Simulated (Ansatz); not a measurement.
Geometry relaxation of C₂H₇AlFN (part 2 of 3)

The same run, continued: C₂H₇AlFN; RKS CAM-B3LYP-D4/def2-SVP (Ansatz 0.2.0). The run did not end well. It belongs to a series of runs on one base structure; here: end point B relaxed. The run did not end well; see the last part.

Geometry of the input (Å):
```
C  -0.9171  -0.0503  1.0569
N  -0.3941  0.3083  -0.2684
Al -1.6645  1.4343  -1.1514
C  0.8589  1.0655  -0.1247
F  1.4725  1.2687  -1.3382
H  -0.3033  -0.6715  1.6231
H  -1.1015  0.9298  1.6308
H  -1.9206  -0.4704  0.9141
H  -2.3470  1.0351  -2.5383
H  -2.1334  2.8407  -0.4475
H  0.7468  1.9475  0.4798
H  1.5719  0.3720  0.4714
```

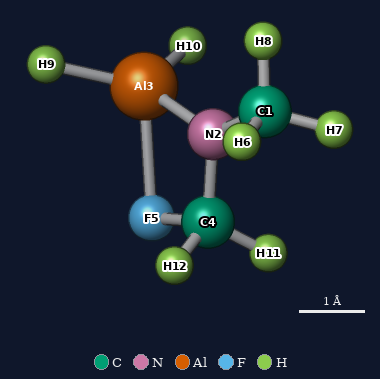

**Figure 1.** The geometry at step 17 of the log (ball-and-stick view, seen at an oblique angle; atoms are numbered from 1 in the order of the input).

**The program's output, continued**
```
relax step  40: F+E_penalty+E_count = -12984.41260983 eV  Δ(F+E_penalty+E_count) = -4.499e-2 eV  max|allowed force component| = 4.577e-1 eV/Å  Δτ_max = 0.1997 Å  (31 SCF iters, accepted)
Unfinished report: {"positions_ang":[[-0.9873477135331503,0.35685130722751035,1.3867194675606613],[-0.31502479784102655,0.652541148214912,0.13881747372843659],[-1.2117491129952112,1.6635059806695538,-1.3650090022237253],[0.9022347595408383,0.3561562023024265,-0.057962637282964274],[-0.5455292088824453,3.171268910598515,-1.0089425847583182],[-0.9579183985295592,-0.7231260994199846,1.610572977177734],[-0.5394824914457754,0.9233129482615338,2.2191513889056367],[-2.0424820002308968,0.6553172199865179,1.3203952915087038],[-0.5849394453934654,0.9837954060853247,-2.6564975997445686],[-2.73825848776639,1.4857906487162382,-0.9665036140707505],[1.5442504930661374,-0.09053599570964437,0.7239989583403836],[1.3448964040109437,0.574832323067097,-1.0372401191412313]],"unchecked":["starts","cluster_reference","orbital_swaps","neighbouring_geometries","increment"],"mean_field":{"relativity":"none","state":{"energy":{"ev":-12984.217845655416,"hartree":-477.16120480887986},"converged":true,"gradient_ev":0.000024885701942533988,"stability":{"kind":"minimum","curvature_ev":28.815250569478515},"curvature_floor_ev":0.00030000000000000003,"spin_squared":2.842170943040401e-14},"others":[],"fillings":{"estimated":0,"unestimated":0,"tried":0,"untried":0,"excluded_magnetic_sites":0},"n_dropped_functions":0,"n_trapped_functions":0,"passes":{"evaluations":4,"products":27},"factors":{"origin":"Cholesky decomposition","count":1183,"bound_ev":0.0010299607453706657},"gradient_stop_ev":0.00009,"reference_kind":"stationary","functional":{"name":"CAM-B3LYP","citations":["Yanai, Tew & Handy, Chem. Phys. Lett. 393, 51 (2004) doi:10.1016/j.cplett.2004.06.011","Iikura, Tsuneda, Yanai & Hirao, J. Chem. Phys. 115, 3540 (2001) doi:10.1063/1.1383587","Becke, Phys. Rev. A 38, 3098 (1988) doi:10.1103/PhysRevA.38.3098","Lee, Yang & Parr, Phys. Rev. B 37, 785 (1988) doi:10.1103/PhysRevB.37.785","Vosko, Wilk & Nusair, Can. J. Phys. 58, 1200 (1980) doi:10.1139/p80-159"],"text":"name \"CAM-B3LYP\"\ncite \"Yanai, Tew & Handy, Chem. Phys. Lett. 393, 51 (2004) doi:10.1016/j.cplett.2004.06.011\"\ncite \"Iikura, Tsuneda, Yanai & Hirao, J. Chem. Phys. 115, 3540 (2001) doi:10.1063/1.1383587\"\ncite \"Becke, Phys. Rev. A 38, 3098 (1988) doi:10.1103/PhysRevA.38.3098\"\ncite \"Lee, Yang & Parr, Phys. Rev. B 37, 785 (1988) doi:10.1103/PhysRevB.37.785\"\ncite \"Vosko, Wilk & Nusair, Can. J. Phys. 58, 1200 (1980) doi:10.1139/p80-159\"\nparameter alpha = 0.19\nparameter beta = 0.46\nparameter omega = 0.33/bohr\nparameter ac = 0.81\n# Exact exchange under (alpha + beta erf(omega r))/r, Becke's under what is left of 1/r.\nexchange = (1 - alpha - beta)*b88_x + beta*b88_x_sr(omega) + alpha*exact_x + beta*exact_x_lr(omega)\ncorrelation = (1 - ac)*vwn5_c + ac*lyp_c\n","parameters":{"ac":{"value":0.81,"default":0.81},"alpha":{"value":0.19,"default":0.19},"beta":{"value":0.46,"default":0.46},"omega":{"value":0.33,"default":0.33,"unit":"/bohr"}},"final_grid":{"core_spheres":13.0,"valence_spheres":11.0,"degree":36.0},"final_grid_parameter_source":"default","radial_points_factor":1.0,"radial_grid_error_ev":3.761455755150831e-7,"grid_sensitivity":"normal","grid_sensitivity_ratio":0.001105456905326488},"unsmoothed_excess_ev":-0.00013355150199466595,"symmetry":{"irreps":["A"],"axes":[[0.9997627645088109,0.017118039998160674,0.013468014267932479],[-0.017446416652779066,0.9995437848443299,0.024654507195423184],[-0.013039833115400475,-0.02488362685970258,0.9996053060416544]],"occupied":[{"A":24},{"A":24}]},"held":{"pivots":1183,"left_out":7,"joined":0},"density_repulsion":{"missed_ev":0.00002023429798089502,"excess_ev":9.387463424172094e-8,"most_excess_ev":0.0001296,"are_drawn_again":false,"n_first_factors":1183,"energy_change_ev":0.0,"n_dropped_ends":0}},"factors":{"origin":"Cholesky decomposition","count":1183,"bound_ev":0.0010299607453706657},"n_frozen":0,"n_occupied":[24,24],"n_virtual":[85,85],"reference":{"ev":-12984.217845655416,"hartree":-477.16120480887986},"dispersion":{"energy":{"ev":-0.1948977296443584,"hartree":-0.007162359458004231},"switches_in_reach":[]},"total":{"ev":-12984.41274338506,"hartree":-477.16836716833785},"forces_ev_per_angstrom":[[-0.2616458390613054,0.01564315316743355,0.45771206174284296],[0.3478426687952983,-0.23865375426523686,-0.4082167166115104],[-0.1970480171278849,0.1256832325012089,0.04989451556920625],[0.0699537717083325,0.017980443347395864,0.30732571516661483],[-0.035886866592469556,0.07341054110148239,-0.05046525352459002],[0.11481126961909038,0.12589514220039177,-0.019638202914570514],[0.07623195282333643,-0.09814423206988336,-0.04581551790305575],[0.07796134831981126,0.0039854354815671515,-0.12804192555824961],[0.05865537223740349,-0.027349297197591094,-0.027883553529376146],[-0.08331117009488576,0.025552505149319563,-0.044217087517799514],[-0.18387668433888235,-0.031302997052945834,-0.11680948536258855],[0.016312193708327195,0.007299827635610529,0.026155450442410445]],"charge_distribution":{"dipole_moment_e_ang":[0.5774170795596655,-0.8620704308563562,0.8597229167804076],"mulliken_charges_e":[0.08510959635561122,-0.2997370639507668,0.6897653774346146,0.1251737189956339,-0.4198417482146759,0.054863401133625755,0.06116471560606551,0.06947798990048992,-0.26911221487538173,-0.2674205273122021,0.0652785600471395,0.10527819487989276],"lowdin_charges_e":[0.07908742067994279,0.16866890742839225,-0.0507301540219256,0.1388371700629234,-0.08785167292000118,0.01208993857114149,0.01578166598670605,0.01439432550286801,-0.163929681457319,-0.16473881494020892,0.009075429508980437,0.029315465598489077]},"n_threads":2,"memory_gib":2.556818182580173,"seconds":{"hamiltonian":3.239669135,"orbitals":0.0,"second_order":0.0,"solver_start":0.0,"cycles":0.0,"cycle":0.0,"perturbative":0.0,"full_ci_increment":0.0,"forces":0.0}}
this run last wrote the structure of step 40 to [file]
Error: geometry relaxation did not converge after 40 steps: max|allowed force component| = 4.58e-1 eV/Å (threshold 1.5e-2). Raise `relax.max_steps` over both its present limit and 40, loosen `relax.f_tol`, or start from a geometry closer to equilibrium. Where this run's directory can be resumed (`checkpoint.write`), a resume goes on for up to `relax.max_steps` more
```

**Trajectory as extended XYZ (Å, eV, eV/Å), 18 of the 40 frames kept, from step=1 to step=40**
```
12
Properties=species:S:1:pos:R:3:forces:R:3 step=1 energy=-12981.62822
C    -0.9171   -0.0503    1.0569   -1.7616   3.5272  -1.5368
N    -0.3941    0.3083   -0.2684   -0.1041   1.7720  -0.6436
Al   -1.6645    1.4343   -1.1514    0.3224  -0.3348   0.0779
C     0.8589    1.0655   -0.1247    0.8661  -4.1985   0.7001
F     1.4725    1.2687   -1.3382   -0.8188   0.5931   0.3498
H    -0.3033   -0.6715    1.6231    1.4233  -1.5560   1.1447
H    -1.1015    0.9298    1.6308    0.2391  -1.1422   0.1105
H    -1.9206   -0.4704    0.9141    0.0175  -0.4776   0.2389
H    -2.3470    1.0351   -2.5383    0.1806  -0.0368   0.2621
H    -2.1334    2.8407   -0.4475    0.3449  -0.6188  -0.1588
H     0.7468    1.9475    0.4798    0.0161   1.5056   0.0456
H     1.5719    0.3720    0.4714   -0.7253   0.9669  -0.5904
12
Properties=species:S:1:pos:R:3:forces:R:3 step=3 energy=-12982.30679
C    -0.9699    0.0127    1.0996    0.1947  -0.0591   0.0834
N    -0.4770    0.4654   -0.1947    0.1495   0.2837   0.4908
Al   -1.6113    1.4575   -1.2480    0.3620  -0.1036   0.1022
C     0.8397    1.0285   -0.0806   -0.5326   0.0323  -0.0608
F     1.2108    1.4497   -1.3511   -0.1362  -0.0164   0.1791
H    -0.2807   -0.7384    1.5448   -0.1643   0.1038  -0.0784
H    -1.0887    0.8248    1.8641    0.0658  -0.1685  -0.2620
H    -1.9511   -0.4814    1.0006    0.0614   0.0104  -0.0360
H    -2.2234    0.9100   -2.5900    0.0126  -0.0364  -0.0030
H    -2.0259    2.8483   -0.6139   -0.0529   0.0910  -0.1234
H     0.8664    1.9397    0.5720    0.1207  -0.2271  -0.1056
H     1.5795    0.2929    0.3047   -0.0808   0.0899  -0.1863
12
Properties=species:S:1:pos:R:3:forces:R:3 step=6 energy=-12982.67257
C    -0.9884   -0.0456    1.2422    0.0483  -0.1249   0.1464
N    -0.5765    0.5740    0.0193   -0.1021  -0.0540   0.0462
Al   -1.4261    1.5104   -1.3084    0.2450   0.2144  -0.1902
C     0.7393    1.0530   -0.0520    0.2321  -0.0760   0.0521
F     0.7129    1.7382   -1.3205   -0.0021  -0.0451   0.1009
H    -0.2959   -0.8545    1.5503   -0.0600   0.0234   0.0033
H    -1.0609    0.6677    2.0899    0.0041  -0.0625   0.0523
H    -1.9770   -0.5093    1.1107   -0.0068   0.0053   0.0546
H    -1.9747    0.7586   -2.5888    0.0300  -0.0234   0.0477
H    -1.8609    3.0166   -1.0347   -0.0243  -0.0826  -0.0075
H     1.0275    1.8230    0.7043   -0.0333  -0.0876  -0.1979
H     1.5495    0.2775   -0.1048   -0.3310   0.3130  -0.1079
12
Properties=species:S:1:pos:R:3:forces:R:3 step=8 energy=-12982.70614
C    -0.9927   -0.0527    1.2671    0.0517  -0.0030  -0.0065
N    -0.5952    0.5945    0.0460   -0.0811   0.0488   0.0423
Al   -1.3921    1.5330   -1.3293    0.1041   0.0085   0.0103
C     0.7251    1.0550   -0.0502    0.1259   0.0010   0.0193
F     0.6890    1.7607   -1.3152   -0.1601  -0.0178   0.0018
H    -0.3154   -0.8864    1.5381   -0.0242   0.0161  -0.0271
H    -1.0308    0.6320    2.1412    0.0186  -0.0298  -0.0239
H    -1.9953   -0.4893    1.1492    0.0070   0.0208   0.0153
H    -1.8998    0.7415   -2.6019    0.0433   0.0136   0.0008
H    -1.8925    3.0182   -1.0673    0.0103  -0.0448  -0.0204
H     1.0505    1.8183    0.6900   -0.0190  -0.0493  -0.0219
H     1.5177    0.2849   -0.1602   -0.0765   0.0359   0.0100
12
Properties=species:S:1:pos:R:3:forces:R:3 step=10 energy=-12982.67768 accepted=F
C    -0.9787   -0.0433    1.2977    0.0277  -0.1004  -0.0230
N    -0.6389    0.6861    0.1153   -0.3691   0.4115  -0.6179
Al   -1.3697    1.5326   -1.3552   -0.3451  -0.1152   0.0723
C     0.6833    1.0936   -0.0681    0.7709  -0.7909   1.6007
F     0.6486    1.8386   -1.2684   -0.1694   0.2243  -0.5566
H    -0.3937   -0.9796    1.3953   -0.0138  -0.0257   0.0185
H    -0.8322    0.5252    2.2390    0.0435   0.0750  -0.0410
H    -2.0381   -0.3300    1.2608   -0.0194  -0.0300   0.0248
H    -1.7088    0.6895   -2.6512    0.0571   0.0030  -0.0156
H    -2.0065    2.9664   -1.1753   -0.0099   0.0768  -0.0168
H     1.0900    1.7660    0.7208   -0.0135   0.1336  -0.1876
H     1.4134    0.2648   -0.2031    0.0409   0.1379  -0.2577
12
Properties=species:S:1:pos:R:3:forces:R:3 step=12 energy=-12982.72964
C    -0.9878   -0.0442    1.2898   -0.0146  -0.0415   0.0512
N    -0.6328    0.7032    0.1179    0.0397   0.0117   0.0102
Al   -1.3770    1.5362   -1.3497   -0.0644  -0.0236   0.0253
C     0.7083    1.0785   -0.0314    0.0019  -0.0181   0.0461
F     0.6473    1.8247   -1.2768   -0.0043   0.0173  -0.0257
H    -0.4138   -0.9912    1.3821   -0.0537   0.0723  -0.0059
H    -0.8334    0.5233    2.2337   -0.0087  -0.0518  -0.0765
H    -2.0529   -0.3200    1.2490    0.0645   0.0162   0.0211
H    -1.7087    0.6777   -2.6387    0.0283   0.0146  -0.0024
H    -2.0399    2.9651   -1.1707    0.0259  -0.0021  -0.0183
H     1.1191    1.7920    0.7133   -0.0056  -0.0123  -0.0188
H     1.4404    0.2645   -0.2112   -0.0089   0.0175  -0.0064
12
Properties=species:S:1:pos:R:3:forces:R:3 step=15 energy=-12982.73182
C    -0.9875   -0.0449    1.2933   -0.0004  -0.0012   0.0019
N    -0.6388    0.7239    0.1335   -0.0024   0.0014  -0.0008
Al   -1.3819    1.5299   -1.3495   -0.0003  -0.0010   0.0006
C     0.7042    1.0868   -0.0265    0.0022   0.0018  -0.0010
F     0.6387    1.8423   -1.2669    0.0002   0.0006   0.0008
H    -0.4521   -1.0145    1.3424   -0.0018  -0.0013  -0.0015
H    -0.7807    0.4881    2.2436    0.0018  -0.0014   0.0007
H    -2.0621   -0.2748    1.2828   -0.0001   0.0024   0.0006
H    -1.6655    0.6617   -2.6429    0.0014  -0.0007  -0.0002
H    -2.0613    2.9528   -1.1995   -0.0012  -0.0005  -0.0011
H     1.1287    1.7899    0.7190    0.0008   0.0001   0.0008
H     1.4270    0.2687   -0.2217    0.0000  -0.0002  -0.0008
12
Properties=species:S:1:pos:R:3:forces:R:3 step=17 energy=-12982.73200
C    -0.9875   -0.0442    1.2941   -0.0011  -0.0034   0.0041
N    -0.6408    0.7351    0.1406    0.0004  -0.0006   0.0026
Al   -1.3817    1.5276   -1.3505   -0.0017   0.0027  -0.0065
C     0.7035    1.0910   -0.0239    0.0008   0.0019  -0.0024
F     0.6369    1.8513   -1.2613    0.0004  -0.0013   0.0019
H    -0.4731   -1.0263    1.3210   -0.0029   0.0048   0.0002
H    -0.7539    0.4705    2.2483   -0.0012  -0.0022  -0.0055
H    -2.0673   -0.2494    1.2982    0.0044   0.0008   0.0006
H    -1.6460    0.6526   -2.6439    0.0008  -0.0014   0.0020
H    -2.0776    2.9435   -1.2121    0.0001  -0.0007   0.0027
H     1.1349    1.7883    0.7229   -0.0002  -0.0007   0.0006
H     1.4212    0.2699   -0.2260    0.0001   0.0000  -0.0003
12
Properties=species:S:1:pos:R:3:forces:R:3 step=19 energy=-12982.73217
C    -0.9883   -0.0408    1.2962   -0.0008   0.0023  -0.0003
N    -0.6387    0.7242    0.1339    0.0008  -0.0043   0.0001
Al   -1.3814    1.5248   -1.3521    0.0019   0.0028  -0.0033
C     0.7046    1.0855   -0.0274   -0.0013   0.0023  -0.0025
F     0.6351    1.8599   -1.2559    0.0008  -0.0026   0.0020
H    -0.4785   -1.0246    1.3337   -0.0013   0.0001   0.0012
H    -0.7515    0.4835    2.2442    0.0008   0.0020   0.0001
H    -2.0688   -0.2412    1.3031    0.0004   0.0005   0.0003
H    -1.6312    0.6618   -2.6562    0.0012   0.0001   0.0015
H    -2.0915    2.9323   -1.1998   -0.0028  -0.0015   0.0017
H     1.1334    1.7742    0.7290   -0.0015  -0.0036   0.0031
H     1.4254    0.2702   -0.2410    0.0015   0.0020  -0.0041
12
Properties=species:S:1:pos:R:3:forces:R:3 step=22 energy=-12982.73484
C    -0.9921   -0.0240    1.3047   -0.0413   0.0317   0.0155
N    -0.6338    0.7067    0.1236    0.0140  -0.0357  -0.0564
Al   -1.3791    1.5103   -1.3602    0.0033   0.0291   0.0233
C     0.7087    1.0703   -0.0371    0.0039  -0.0128  -0.0016
F     0.6260    1.9098   -1.2234   -0.0003  -0.0088   0.0130
H    -0.5359   -1.0331    1.3490    0.0021   0.0018  -0.0018
H    -0.7015    0.5058    2.2335    0.0059   0.0006   0.0378
H    -2.0823   -0.1641    1.3448    0.0275   0.0011  -0.0057
H    -1.5316    0.6841   -2.7034    0.0002   0.0133   0.0077
H    -2.1838    2.8637   -1.1685    0.0083  -0.0330  -0.0135
H     1.1469    1.7097    0.7570   -0.0173  -0.0215  -0.0083
H     1.4271    0.2705   -0.3125   -0.0064   0.0341  -0.0101
12
Properties=species:S:1:pos:R:3:forces:R:3 step=24 energy=-12982.74132
C    -0.9955   -0.0088    1.3112   -0.0636   0.0401   0.0249
N    -0.6251    0.6715    0.1034    0.0399  -0.0557  -0.0603
Al   -1.3764    1.4991   -1.3648   -0.0042   0.0416   0.0176
C     0.7135    1.0505   -0.0489    0.0091  -0.0208   0.0058
F     0.6194    1.9446   -1.1977   -0.0068  -0.0164   0.0205
H    -0.5657   -1.0273    1.3888   -0.0024   0.0172   0.0020
H    -0.6851    0.5473    2.2186    0.0068  -0.0049   0.0329
H    -2.0893   -0.1197    1.3622    0.0472   0.0062  -0.0111
H    -1.4683    0.7201   -2.7427    0.0027   0.0286   0.0278
H    -2.2465    2.8069   -1.1282    0.0235  -0.0592  -0.0205
H     1.1485    1.6512    0.7775   -0.0299  -0.0432  -0.0278
H     1.4391    0.2744   -0.3719   -0.0223   0.0664  -0.0117
12
Properties=species:S:1:pos:R:3:forces:R:3 step=26 energy=-12982.75395
C    -0.9999    0.0108    1.3171   -0.0813   0.0485   0.0266
N    -0.6125    0.6230    0.0773    0.0865  -0.0773  -0.0455
Al   -1.3720    1.4856   -1.3674   -0.0106   0.0493   0.0058
C     0.7197    1.0243   -0.0639    0.0032  -0.0414   0.0283
F     0.6102    1.9832   -1.1643   -0.0160  -0.0050   0.0064
H    -0.5936   -1.0117    1.4444   -0.0033   0.0240   0.0048
H    -0.6774    0.6042    2.1967    0.0087  -0.0061   0.0262
H    -2.0961   -0.0746    1.3716    0.0497   0.0114  -0.0161
H    -1.4022    0.7695   -2.7823    0.0039   0.0371   0.0453
H    -2.3120    2.7345   -1.0765    0.0357  -0.0729  -0.0244
H     1.1496    1.5778    0.7978   -0.0365  -0.0572  -0.0469
H     1.4548    0.2831   -0.4429   -0.0401   0.0896  -0.0106
12
Properties=species:S:1:pos:R:3:forces:R:3 step=29 energy=-12982.78219
C    -1.0084    0.0449    1.3232   -0.0950   0.0534   0.0320
N    -0.5890    0.5452    0.0413    0.1795  -0.1062  -0.0206
Al   -1.3619    1.4613   -1.3660   -0.0073   0.0598  -0.0079
C     0.7298    0.9826   -0.0875   -0.0357  -0.1148   0.0955
F     0.5882    2.0475   -1.0977   -0.0322   0.0696  -0.0570
H    -0.6405   -0.9776    1.5309   -0.0029   0.0234   0.0036
H    -0.6704    0.6928    2.1576    0.0068  -0.0062   0.0137
H    -2.1072    0.0009    1.3723    0.0362   0.0153  -0.0164
H    -1.3005    0.8487   -2.8265    0.0001   0.0310   0.0499
H    -2.4053    2.6021   -0.9977    0.0390  -0.0647  -0.0236
H     1.1617    1.4523    0.8203   -0.0294  -0.0492  -0.0636
H     1.4722    0.3088   -0.5625   -0.0591   0.0887  -0.0055
12
Properties=species:S:1:pos:R:3:forces:R:3 step=31 energy=-12982.84067
C    -1.0345    0.1282    1.3238    0.0883  -0.0160  -0.0982
N    -0.5148    0.3524   -0.0261    0.4355  -0.0588   0.3521
Al   -1.3212    1.3895   -1.3516    0.0285   0.3498  -0.0496
C     0.7563    0.8833   -0.1309    0.0246  -0.5362   0.1174
F     0.4994    2.2145   -0.8884   -0.2238  -0.0548  -0.0682
H    -0.7580   -0.8749    1.7183   -0.0564   0.2914  -0.1362
H    -0.6740    0.8910    2.0504   -0.0460  -0.1534  -0.1483
H    -2.1363    0.1794    1.3235    0.1104   0.0021  -0.0519
H    -1.1143    0.9943   -2.8812   -0.0325   0.0309   0.2120
H    -2.5459    2.2821   -0.8226    0.2170  -0.1874  -0.1226
H     1.2281    1.1569    0.8406   -0.0355  -0.0172  -0.4462
H     1.4837    0.4130   -0.8483   -0.5100   0.3495   0.4399
12
Properties=species:S:1:pos:R:3:forces:R:3 step=33 energy=-12983.15932
C    -1.0671    0.1915    1.3130    0.1165  -0.3111  -0.0130
N    -0.4214    0.1759   -0.0111   -0.2238   0.4789   0.8196
Al   -1.1615    1.4286   -1.2888    0.0562   0.7573  -0.1511
C     0.7567    0.7228   -0.1242    1.0360  -1.8081  -0.9571
F     0.2712    2.4339   -0.6717   -0.7366   0.4266  -0.5399
H    -0.8631   -0.7567    1.8382   -0.0480   0.0507  -0.0460
H    -0.7239    1.0219    1.9533    0.0584   0.0063  -0.0824
H    -2.1576    0.2899    1.1973    0.1334  -0.0495  -0.0205
H    -0.9211    0.9834   -2.7782    0.0703   0.0041  -0.0863
H    -2.5176    2.0150   -0.7240   -0.0229  -0.0607  -0.0218
H     1.4144    0.9512    0.7298   -0.1747   0.1414  -0.0560
H     1.2597    0.5523   -1.1260   -0.2647   0.3642   1.1546
```
